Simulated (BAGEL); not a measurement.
# A workflow on SiHF3 (SMILES F[SiH](F)F)

Wanted: a single-point energy (HF/cc-pVDZ), then a single-point energy (NEVPT2(2,2)/cc-pVDZ), then a single-point energy (CASPT2(2,2)/cc-pVDZ) of SiHF3. 

Program for the calculation: BAGEL 1.2.2.

## (1) Starting point

SiHF3 has 5 atoms, charge 0, and is taken as a singlet. As SMILES, `F[SiH](F)F`. The Si2–H5 distance was set to 1.973 Å, away from the relaxed value.

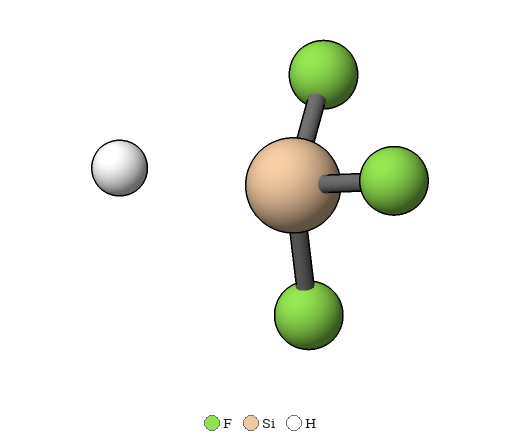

Viewed from a chosen angle; fluorine green, silicon light orange, hydrogen white.

## (2) The energy at HF/cc-pVDZ (density fitting with svp-jkfit) (run 1)

Contents of input.json:

```json
{ "bagel" : [

{
  "title" : "molecule",
  "basis" : "cc-pvdz.json",
  "df_basis" : "svp-jkfit",
  "geometry" : [
    { "atom" : "F", "xyz" : [    -1.80968488,    -0.19548272,     2.86001545 ] },
    { "atom" : "Si", "xyz" : [    -0.88787648,    -0.03693470,     0.03846538 ] },
    { "atom" : "F", "xyz" : [    -2.09314380,     2.38134782,    -1.20006113 ] },
    { "atom" : "F", "xyz" : [    -1.90190352,    -2.42743824,    -1.40793100 ] },
    { "atom" : "H", "xyz" : [     2.83345535,     0.11791891,    -0.12302117 ] }
  ]
},

{
  "title" : "hf",
  "charge" : 0
},

{
  "title" : "print",
  "file" : "orbitals.molden",
  "orbitals" : "true"
}

]}
```

The basis set cc-pVDZ is read from a file made from the Basis Set Exchange's data (not shown).

Started as:

```
$ BAGEL_NUM_THREADS=1 BAGEL input.json > input.out
```

Log:

```text
* using 1 threads per process

  ===============================================================
  ===============================================================

  *** Geometry ***

  { "atom" : "F", "xyz" : [     -1.809685,     -0.195483,      2.860015 ] },
  { "atom" : "Si", "xyz" : [     -0.887876,     -0.036935,      0.038465 ] },
  { "atom" : "F", "xyz" : [     -2.093144,      2.381348,     -1.200061 ] },
  { "atom" : "F", "xyz" : [     -1.901904,     -2.427438,     -1.407931 ] },
  { "atom" : "H", "xyz" : [      2.833455,      0.117919,     -0.123021 ] },

  Number of auxiliary basis functions:      377

  Since a DF basis is specified, we compute 2- and 3-index integrals:
    o Being stored without compression. Storage requirement is 0.013 GB

  Number of basis functions:       65
  Number of electrons      :       42

    * METHOD: MOLECULE                             0.12

  *** RHF ***

  === Nuclear Repulsion ===
   186.2546491149

      * DIIS with orbital gradients will be used.

  === RHF iteration (cc-pvdz.json) ===
      0       -587.68642623          0.02078247           0.03
      1       -587.85630851          0.01401221           0.03
      2       -587.95551400          0.00092635           0.03
      3       -587.95623198          0.00015500           0.03
      4       -587.95625097          0.00004381           0.03
      5       -587.95625315          0.00000992           0.03
      6       -587.95625327          0.00000200           0.03
      7       -587.95625327          0.00000019           0.03
      8       -587.95625327          0.00000009           0.03
      9       -587.95625327          0.00000002           0.03
     10       -587.95625327          0.00000001           0.03
    * SCF iteration converged.

    * Permanent dipole moment:
           (   -0.416081,    -0.017341,     0.018287) a.u.

    * METHOD: HF                                   0.39

    * METHOD: PRINT                                0.01

  ===============================================================
```

Run time: 0.64 s. Hardware: 1 thread of Arm Neoverse V1, shared host; peak memory 0.15 GiB.

## (3) The energy at NEVPT2(2,2)/cc-pVDZ (density fitting with svp-jkfit) (run 2)

Changes to input.json since step 2:

```diff
@@ -6,2 +6,3 @@
   "df_basis" : "svp-jkfit",
+  "angstrom" : "false",
   "geometry" : [
@@ -16,4 +17,14 @@
 {
-  "title" : "hf",
-  "charge" : 0
+  "title" : "hf"
+},
+
+{
+  "title" : "nevpt2",
+  "nstate" : 1,
+  "nact" : 2,
+  "nclosed" : 20,
+  "active" : [21, 22],
+  "maxiter" : 200,
+  "natocc" : "true",
+  "ncore" : 8
 },
```

The basis set cc-pVDZ is read from a file made from the Basis Set Exchange's data (not shown).

Started as:

```
$ BAGEL_NUM_THREADS=1 BAGEL input.json > input.out
```

Log:

```text
* using 1 threads per process

  ===============================================================
  ===============================================================

  *** Geometry ***

[... 29 lines left out ...]
    * SCF iteration converged.
[... 1 line left out ...]
    * Permanent dipole moment:
[... 28 lines left out ...]
    * Second-order optimization converged. *
[... 9 lines left out ...]
     * ci vector, state   0, <S^2> = 0.0000
       2.     0.9829424742
       .2    -0.1839132742

  === DF-NEVPT2 calculation ===

    * 3-index integral transformation done
    * assembly done

      NEVPT2 correlation energy:   -0.6355316961      0.09

          (+0)     -0.5996252868
          (+0)'    -0.0026950930
          (+1)     -0.0155045866
          (+1)'    -0.0000000000
          (+2)     -0.0002039891
          (-1)     -0.0112988762
          (-1)'     0.0000000000
          (-2)     -0.0062038644

      NEVPT2 total energy:       -588.6181101624

    * METHOD: NEVPT2                               1.41

    * METHOD: PRINT                                0.01

  ===============================================================
```

It took 2.1 s on 1 thread of Arm Neoverse V1, shared host; peak memory 0.15 GiB.

## (4) A single-point energy at CASPT2(2,2)/cc-pVDZ (density fitting with svp-jkfit) (run 3)

Contents of caspt2.json:

```json
{ "bagel": [

{
  "title": "molecule",
  "basis": "cc-pvdz.json",
  "df_basis": "svp-jkfit",
  "angstrom": false,
  "geometry": [
    { "atom": "F", "xyz": [ -1.80968488, -0.19548272,  2.86001545 ] },
    { "atom": "Si", "xyz": [ -0.88787648, -0.03693470,  0.03846538 ] },
    { "atom": "F", "xyz": [ -2.09314380,  2.38134782, -1.20006113 ] },
    { "atom": "F", "xyz": [ -1.90190352, -2.42743824, -1.40793100 ] },
    { "atom": "H", "xyz": [  2.83345535,  0.11791891, -0.12302117 ] }
  ]
},
{ "title": "hf" },
{ "title": "casscf", "nstate": 1, "nact": 2, "nclosed": 20, "active": [21, 22], "maxiter": 200, "natocc": true },
{ "title": "print", "file": "orbitals.molden", "orbitals": true },
{ "title": "smith", "method": "caspt2", "ms": true, "xms": true, "sssr": true, "shift": 0.2, "shift_imag": true, "ncore": 8 }

]}
```

The basis set cc-pVDZ is read from a file made from the Basis Set Exchange's data (not shown).

Started as:

```
$ BAGEL_NUM_THREADS=1 BAGEL caspt2.json > caspt2.out
```

Log:

```text
* using 1 threads per process

  ===============================================================
  ===============================================================

  *** Geometry ***

[... 31 lines left out ...]
    * Permanent dipole moment:
[... 37 lines left out ...]
     * ci vector, state   0, <S^2> = 0.0000
[... 21 lines left out ...]
       #      aibj      arbs      arbi      airj      risj      airs      arst      rist         Etot      error   time
[... 8 lines left out ...]
      ------------------------------------------------------------------------------------------------------------------

    * CASPT2 energy : state  0     -588.6228394342
        w/o shift correction       -588.6213628695
        reference weight              0.8783073337

    * METHOD: SMITH                                0.37

  ===============================================================
```

Wall time 2.3 s (1 thread of Arm Neoverse V1, shared host); peak memory 0.15 GiB.

## (5) Outcome

| quantity | value |
| --- | --- |
| run 1, HF/cc-pVDZ: total energy | -587.95625 Eh |
| run 1, HF/cc-pVDZ: dipole moment | 1.06 D |
| run 1, HF/cc-pVDZ: HOMO energy | -12.94 eV |
| run 1, HF/cc-pVDZ: LUMO energy | 2.85 eV |
| run 1, HF/cc-pVDZ: HOMO–LUMO gap | 15.79 eV |
| run 2, NEVPT2(2,2)/cc-pVDZ: total energy | -588.61811 Eh |
| run 3, CASPT2(2,2)/cc-pVDZ: total energy | -588.62284 Eh |
